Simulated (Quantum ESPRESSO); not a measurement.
# Fixed-spin-moment curve of Fe

Aim: the energy of Fe as a function of the total spin moment of its primitive cell.

Main program and level: Quantum ESPRESSO 7.5; PBE; plane waves with GBRV 1.5 PBE potentials, no spin-orbit coupling.

**1. The starting structure**

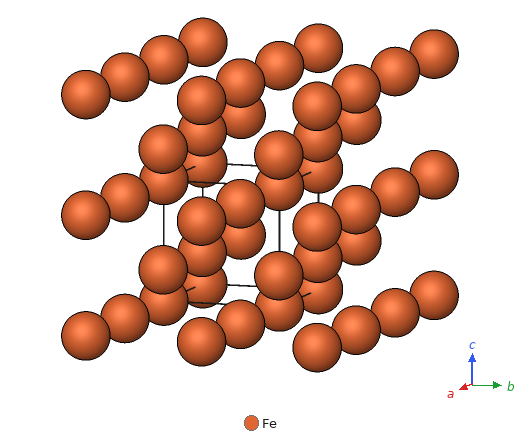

The starting structure, seen slightly off an axis (iron orange). 3×2×2 cells are drawn. This picture shows the conventional cell, with its axes. Some periodic images of atoms are drawn too.

The lattice constants were typed from memory of published values and not checked against a source.

**2. No moment imposed**

The input, pw.in:

```
&CONTROL
  calculation = 'scf'
  prefix = 'pwscf'
  outdir = './tmp'
  pseudo_dir = './pseudo'
  disk_io = 'nowf'
/
&SYSTEM
  ibrav = 0
  celldm(1) = 8
  nat = 1
  ntyp = 1
  ecutwfc = 40
  ecutrho = 280
  nbnd = 15
  occupations = 'smearing'
  smearing = 'fd'
  degauss = 0.00367493
  nspin = 2
  starting_magnetization(1) = 0.175
/
&ELECTRONS
  conv_thr = 2d-09
  electron_maxstep = 150
  mixing_beta = 0.3
/
ATOMIC_SPECIES
Fe     55.8450 fe_pbe_v1.5.uspp.F.UPF
CELL_PARAMETERS alat
  -0.3384971920736    0.3384971920736    0.3384971920736
   0.3384971920736   -0.3384971920736    0.3384971920736
   0.3384971920736    0.3384971920736   -0.3384971920736
ATOMIC_POSITIONS crystal
Fe      0.0000000000    0.0000000000    0.0000000000
K_POINTS automatic
20 20 20 0 0 0
```

Started as:

```bash
> OMP_NUM_THREADS=1 mpirun -n 4 pw.x -nk 4 -in pw.in > pw.out
```

Output:

```text
Program PWSCF v.7.5 starts

     Message from routine setup:
     using ibrav=0 with symmetry is DISCOURAGED, use correct ibrav instead

     K-points division:     npool     =       4
     Subspace diagonalization in iterative solution of the eigenvalue problem:

     G-vector sticks info
     --------------------
     sticks:   dense  smooth     PW     G-vecs:    dense   smooth      PW
     Sum         467     265    117                 6363     2731     767

     Using Slab Decomposition

     bravais-lattice index     =            0
     lattice parameter (alat)  =       8.0000  a.u.
     unit-cell volume          =      79.4319 (a.u.)^3
     number of atoms/cell      =            1
     number of atomic types    =            1
     number of electrons       =        16.00
     number of Kohn-Sham states=           15
     kinetic-energy cutoff     =      40.0000  Ry
     charge density cutoff     =     280.0000  Ry
     scf convergence threshold =      2.0E-09
     mixing beta               =       0.3000
     number of iterations used =            8  plain     mixing
     Exchange-correlation=  SLA  PW   PBX  PBC
                           (   1   4   3   4   0   0   0)

     celldm(1)=   8.000000  celldm(2)=   0.000000  celldm(3)=   0.000000
     celldm(4)=   0.000000  celldm(5)=   0.000000  celldm(6)=   0.000000

     crystal axes: (cart. coord. in units of alat)
               a(1) = (  -0.338497   0.338497   0.338497 )
               a(2) = (   0.338497  -0.338497   0.338497 )
               a(3) = (   0.338497   0.338497  -0.338497 )

     reciprocal axes: (cart. coord. in units 2 pi/alat)
               b(1) = (  0.000000  1.477117  1.477117 )
               b(2) = (  1.477117  0.000000  1.477117 )
               b(3) = (  1.477117  1.477117  0.000000 )

     PseudoPot. # 1 for Fe read from file:
     fe_pbe_v1.5.uspp.F.UPF
     Pseudo is Ultrasoft + core correction, Zval = 16.0
     Generated by new atomic code, or converted to UPF format
     Using radial grid of  861 points,  6 beta functions with:
                l(1) =   0
                l(2) =   0
                l(3) =   1
                l(4) =   1
                l(5) =   2
                l(6) =   2
     Q(r) pseudized with  8 coefficients,  rinner =    1.000   1.000   1.000
                                                       1.000   1.000

     atomic species   valence    mass     pseudopotential
     Fe               16.00    55.84500     Fe( 1.00)

     Starting magnetic structure
     atomic species   magnetization
     Fe              0.175

     48 Sym. Ops., with inversion, found

   Cartesian axes

     site n.     atom                  positions (alat units)
         1        Fe     tau(   1) = (   0.0000000   0.0000000   0.0000000  )

     number of k points=   256  Fermi-Dirac smearing, width (Ry)=  0.0037

     Number of k-points >= 100: set verbosity='high' to print them.

     Dense  grid:     6363 G-vectors     FFT dimensions: (  25,  25,  25)

     Smooth grid:     2731 G-vectors     FFT dimensions: (  20,  20,  20)

     Check: negative core charge=   -0.000065
     Generating pointlists ...
     new r_m :   0.2418 (alat units)  1.9348 (a.u.) for type    1

     Initial potential from superposition of free atoms

     starting charge      15.0000, renormalised to      16.0000
     Starting wfcs are   13 randomized atomic wfcs +    2 random wfcs

     Self-consistent Calculation

     iteration #  1     ecut=    40.00 Ry     beta= 0.30
     Davidson diagonalization with overlap
     ethr =  1.00E-02,  avg # of iterations =  4.3

     total energy              =    -249.86627333 Ry
     estimated scf accuracy    <       2.35836171 Ry

     total magnetization       =     2.01 Bohr mag/cell
     absolute magnetization    =     2.01 Bohr mag/cell

     iteration #  2     ecut=    40.00 Ry     beta= 0.30
     Davidson diagonalization with overlap
     ethr =  1.00E-02,  avg # of iterations =  1.9

     total energy              =    -250.33431627 Ry
     estimated scf accuracy    <       0.04666767 Ry

     total magnetization       =     2.45 Bohr mag/cell
     absolute magnetization    =     2.48 Bohr mag/cell

     iteration #  3     ecut=    40.00 Ry     beta= 0.30
     Davidson diagonalization with overlap
     ethr =  2.92E-04,  avg # of iterations =  1.4

     total energy              =    -250.34532443 Ry
     estimated scf accuracy    <       0.00345083 Ry

     total magnetization       =     2.34 Bohr mag/cell
     absolute magnetization    =     2.40 Bohr mag/cell

     [... further iterations left out ...]

     iteration #  8     ecut=    40.00 Ry     beta= 0.30
     Davidson diagonalization with overlap
     ethr =  2.86E-08,  avg # of iterations =  1.0

     total energy              =    -250.34661115 Ry
     estimated scf accuracy    <       0.00000247 Ry

     total magnetization       =     2.28 Bohr mag/cell
     absolute magnetization    =     2.42 Bohr mag/cell

     iteration #  9     ecut=    40.00 Ry     beta= 0.30
     Davidson diagonalization with overlap
     ethr =  1.54E-08,  avg # of iterations =  1.0

     total energy              =    -250.34661137 Ry
     estimated scf accuracy    <       0.00000029 Ry

     total magnetization       =     2.28 Bohr mag/cell
     absolute magnetization    =     2.42 Bohr mag/cell

     iteration # 10     ecut=    40.00 Ry     beta= 0.30
     Davidson diagonalization with overlap
     ethr =  1.83E-09,  avg # of iterations =  1.1

     total energy              =    -250.34661145 Ry
     estimated scf accuracy    <          3.0E-09 Ry

     total magnetization       =     2.28 Bohr mag/cell
     absolute magnetization    =     2.42 Bohr mag/cell

     iteration # 11     ecut=    40.00 Ry     beta= 0.30
     Davidson diagonalization with overlap
     ethr =  1.87E-11,  avg # of iterations =  2.0

     Magnetic moment per site  (integrated on atomic sphere of radius R)
     atom   1 (R=0.242)  charge= 14.4160  magn=  2.3432

     End of self-consistent calculation

     Number of k-points >= 100: set verbosity='high' to print the bands.

     the Fermi energy is    17.3890 ev

!    total energy              =    -250.34661150 Ry
     estimated scf accuracy    <          3.6E-10 Ry
     smearing contrib. (-TS)   =      -0.00059643 Ry
     internal energy E=F+TS    =    -250.34601507 Ry

     The total energy is F=E-TS. E is the sum of the following terms:
     one-electron contribution =    -116.63733503 Ry
     hartree contribution      =      67.51923189 Ry
     xc contribution           =     -29.20954204 Ry
     ewald contribution        =    -172.01836989 Ry

     total magnetization       =     2.28 Bohr mag/cell
     absolute magnetization    =     2.42 Bohr mag/cell

     convergence has been achieved in  11 iterations

=------------------------------------------------------------------------------=
   JOB DONE.
=------------------------------------------------------------------------------=
```

Elapsed: 9 s, on 4 MPI ranks of Intel Xeon at 2.70GHz, shared host; peak memory 0.27 GiB.

Spin moment in the atom's sphere by atom:

```tsv
atom	spin moment in the atom's sphere (μB)
Fe1	2.34
```

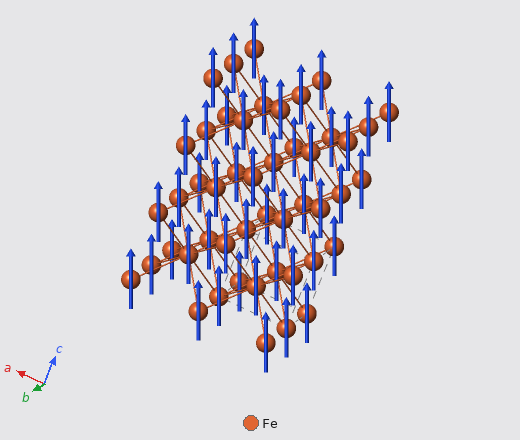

Spin moment in the atom's sphere as arrows, the longest 2.34 μB. Up and down stand for the sign. Arrows give size and sign along the axis of quantisation, drawn up and down the page. 2×2×3 conventional cells are drawn. Some periodic images of atoms are drawn too.

This step gave:

* smearing term TS: 0.008115 eV
* magnetization: 2.284 μB
* absolute magnetization: 2.42 μB
* final state: ferromagnetic

**3. Moment fixed at 0 μB**

The two spin channels are filled to separate Fermi energies, so that the total moment meets the target. Half of the up one less the down one is the slope dE/dM.

pw.in, as its differences from that of step 2:

```diff
@@ -19,3 +19,4 @@
   nspin = 2
-  starting_magnetization(1) = 0.175
+  starting_magnetization(1) = 0.0088
+  tot_magnetization = 0
 /
```

Output:

```text
     [... lines left out ...]
Program PWSCF v.7.5 starts
     [... lines left out ...]
     number of atoms/cell      =            1
     [... lines left out ...]
     number of electrons       =        16.00 (up:   8.00, down:   8.00)
     number of Kohn-Sham states=           15
     kinetic-energy cutoff     =      40.0000  Ry
     charge density cutoff     =     280.0000  Ry
     scf convergence threshold =      2.0E-09
     [... lines left out ...]
     48 Sym. Ops., with inversion, found
     [... lines left out ...]
     number of k points=   256  Fermi-Dirac smearing, width (Ry)=  0.0037
     [... lines left out ...]
     iteration # 10     ecut=    40.00 Ry     beta= 0.30
     [... lines left out ...]
     Magnetic moment per site  (integrated on atomic sphere of radius R)
     atom   1 (R=0.242)  charge= 14.4144  magn= -0.0000
     [... lines left out ...]
     the spin up/dw Fermi energies are    17.5113   17.5113 ev
!    total energy              =    -250.30291926 Ry
     estimated scf accuracy    <          3.3E-10 Ry
     smearing contrib. (-TS)   =      -0.00238914 Ry
     [... lines left out ...]
     total magnetization       =     0.00 Bohr mag/cell
     absolute magnetization    =     0.00 Bohr mag/cell
     convergence has been achieved in  10 iterations
```

The job ended after 11 s (4 MPI ranks; peak memory 0.27 GiB).

Numbers from this step:

* magnetization: 0 μB
* absolute magnetization: 0 μB
* half the difference of the two Fermi energies: 0 meV
* largest moment: 0 μB

**4. Moment fixed at 0.28 μB**

pw.in, as its differences from that of step 3:

```diff
@@ -19,4 +19,4 @@
   nspin = 2
-  starting_magnetization(1) = 0.0088
-  tot_magnetization = 0
+  starting_magnetization(1) = 0.0175
+  tot_magnetization = 0.28
 /
```

Output:

```text
     [... lines left out ...]
Program PWSCF v.7.5 starts
     [... lines left out ...]
     number of atoms/cell      =            1
     [... lines left out ...]
     number of electrons       =        16.00 (up:   8.14, down:   7.86)
     number of Kohn-Sham states=           15
     kinetic-energy cutoff     =      40.0000  Ry
     charge density cutoff     =     280.0000  Ry
     scf convergence threshold =      2.0E-09
     [... lines left out ...]
     48 Sym. Ops., with inversion, found
     [... lines left out ...]
     number of k points=   256  Fermi-Dirac smearing, width (Ry)=  0.0037
     [... lines left out ...]
     iteration # 12     ecut=    40.00 Ry     beta= 0.30
     [... lines left out ...]
     Magnetic moment per site  (integrated on atomic sphere of radius R)
     atom   1 (R=0.242)  charge= 14.4145  magn=  0.3007
     [... lines left out ...]
     the spin up/dw Fermi energies are    17.3825   17.6305 ev
!    total energy              =    -250.30420247 Ry
     estimated scf accuracy    <          2.8E-11 Ry
     smearing contrib. (-TS)   =      -0.00243084 Ry
     [... lines left out ...]
     total magnetization       =     0.28 Bohr mag/cell
     absolute magnetization    =     0.33 Bohr mag/cell
     convergence has been achieved in  12 iterations
```

Wall time 9.9 s (4 MPI ranks); peak memory 0.27 GiB.

Spin moment in the atom's sphere by atom:

```tsv
atom	spin moment in the atom's sphere (μB)
Fe1	0.301
```

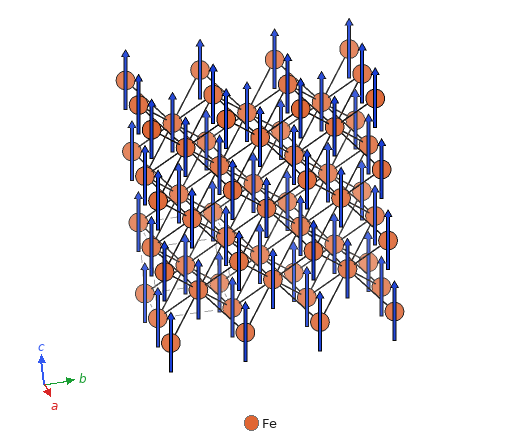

Spin moment in the atom's sphere as arrows, the longest 0.301 μB. Up and down stand for the sign. Arrows give size and sign along the axis of quantisation, drawn up and down the page. 2×3×3 conventional cells are drawn. Some periodic images of atoms are drawn too.

Read from the output:

* magnetization: 0.28 μB
* absolute magnetization: 0.328 μB
* half the difference of the two Fermi energies: -124 meV

**5. Moment fixed at 0.561 μB**

pw.in, as its differences from that of step 4:

```diff
@@ -14,3 +14,3 @@
   ecutrho = 280
-  nbnd = 15
+  nbnd = 16
   occupations = 'smearing'
@@ -19,4 +19,4 @@
   nspin = 2
-  starting_magnetization(1) = 0.0175
-  tot_magnetization = 0.28
+  starting_magnetization(1) = 0.0351
+  tot_magnetization = 0.561
 /
```

Output:

```text
     [... lines left out ...]
Program PWSCF v.7.5 starts
     [... lines left out ...]
     number of atoms/cell      =            1
     [... lines left out ...]
     number of electrons       =        16.00 (up:   8.28, down:   7.72)
     number of Kohn-Sham states=           16
     kinetic-energy cutoff     =      40.0000  Ry
     charge density cutoff     =     280.0000  Ry
     scf convergence threshold =      2.0E-09
     [... lines left out ...]
     48 Sym. Ops., with inversion, found
     [... lines left out ...]
     number of k points=   256  Fermi-Dirac smearing, width (Ry)=  0.0037
     [... lines left out ...]
     iteration # 12     ecut=    40.00 Ry     beta= 0.30
     [... lines left out ...]
     Magnetic moment per site  (integrated on atomic sphere of radius R)
     atom   1 (R=0.242)  charge= 14.4150  magn=  0.6007
     [... lines left out ...]
     the spin up/dw Fermi energies are    17.2569   17.7452 ev
!    total energy              =    -250.30801711 Ry
     estimated scf accuracy    <          1.1E-09 Ry
     smearing contrib. (-TS)   =      -0.00235158 Ry
     [... lines left out ...]
     total magnetization       =     0.56 Bohr mag/cell
     absolute magnetization    =     0.65 Bohr mag/cell
     convergence has been achieved in  12 iterations
```

The job ended after 12 s (4 MPI ranks; peak memory 0.27 GiB).

Read from the output:

```yaml
magnetization: 0.561 μB
absolute_magnetization: 0.652 μB
half_the_difference_of_the_two_fermi_energies: -244.1 meV
largest_moment: 0.6007 μB
```

**6. The curve**

The runs not shown differ in the target, the start and the number of states alone. The point at 2.28 μB is the free run, entered with slope zero.

Table of energy over the lowest by total spin moment:

```tsv
total spin moment (μB a cell)	energy over the lowest (meV a cell)
0.00	594
0.28	577
0.56	525
0.84	442
1.12	339
1.40	229
1.68	129
1.96	43.0
2.24	0.765
2.28	0
2.52	15.2
2.80	96.9
3.08	301
```

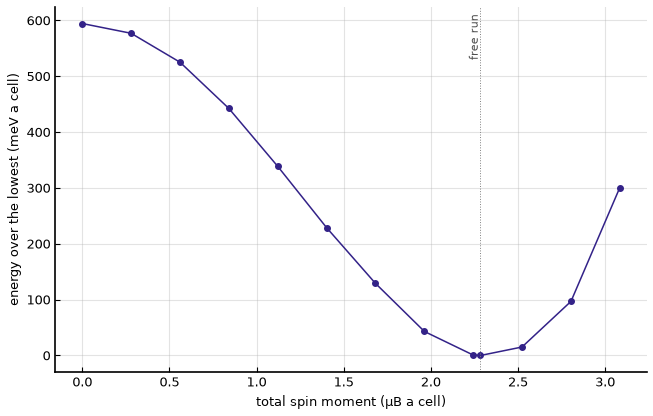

Energy over the lowest, plotted against total spin moment.

dE/dM against total spin moment:

```tsv
total spin moment (μB a cell)	dE/dM (meV/μB)
0.00	0.00151
0.28	-124
0.56	-244
0.84	-340
1.12	-391
1.40	-381
1.68	-333
1.96	-254
2.24	-38.8
2.28	0
2.52	119
2.80	495
3.08	933
```

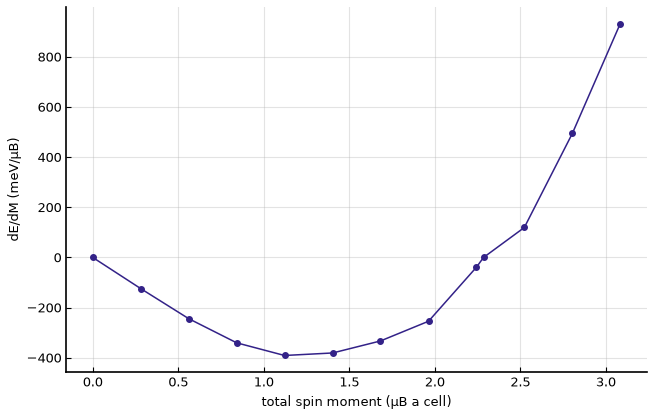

dE/dM against total spin moment.

Largest site moment against total spin moment:

```tsv
total spin moment (μB a cell)	largest site moment (μB)
0.00	8.4e-6
0.28	0.301
0.56	0.601
0.84	0.896
1.12	1.19
1.40	1.47
1.68	1.75
1.96	2.03
2.24	2.30
2.28	2.34
2.52	2.57
2.80	2.81
3.08	3.03
```

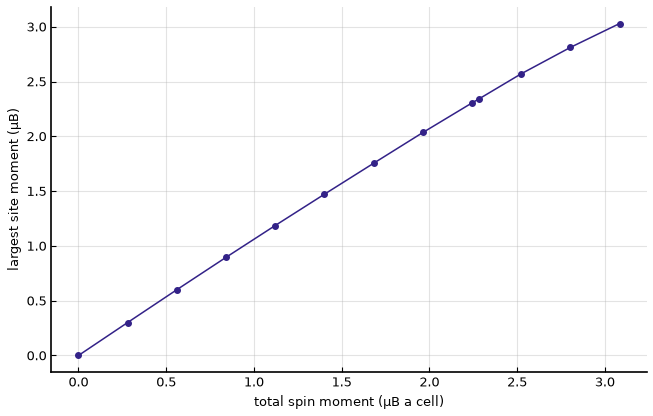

Largest site moment against total spin moment.

**7. Summary of results**

| Property | Result |
| --- | --- |
| moment of the free run | 2.28 μB a cell |
| energy at zero total moment | 594 meV a cell over the lowest |
| ΔE/ΔM² from the lowest point to 2.52 and to 1.96 μB | 266 and 416 meV/μB² |

What this shows: At zero total moment the site moments vanish, so the 594 meV a cell is the energy of forming them. The points show one minimum alone. The cell holds one seeded atom, so opposed orders, which may lie lower, cannot form in it.

[Logs and program files are shortened in this print: banners, set-up blocks, solver, clock and traceback lines can be left out without a mark of their own.]

[Logs are printed without paths, hosts, clocks, repeated set-up lines and the standing remarks that a program may print on its own settings, such as how far it seeks lower states.]

[Hosts, paths, dates, database ids (printed as entryN), source tags and the programs' standing remarks are cut or masked in the printed files.]

[Where a cell is said to come from a database of computed structures, the database is the Materials Project.]
